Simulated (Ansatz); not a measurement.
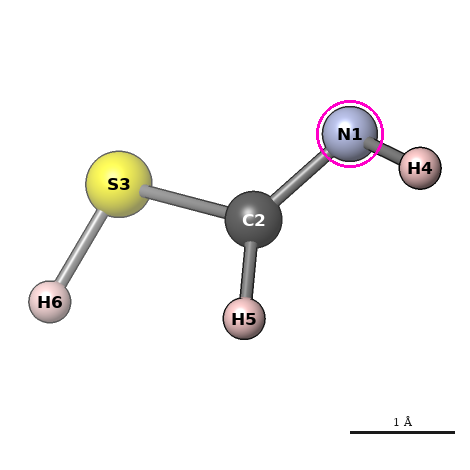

Figure made from data computed with Ansatz.

Orthographic view. Depth is shown by fading: the farther an atom, the more it takes the colour of the background. The species has charge +1 and is a spin doublet. Geometry: the geometry of the neutral molecule.

Question: Name the neighbours of the circled atom.

Answer: The circled atom is N1; it is bonded to C2, H4.

Question: What is the shortest path along bonds from the circled atom to H6?

Answer: N1–C2–S3–H6, 3 bonds; through space the two are 3.49 Å apart.

Question: Which two atoms are farthest apart in space?

Answer: H4 and H6, 4.19 Å.
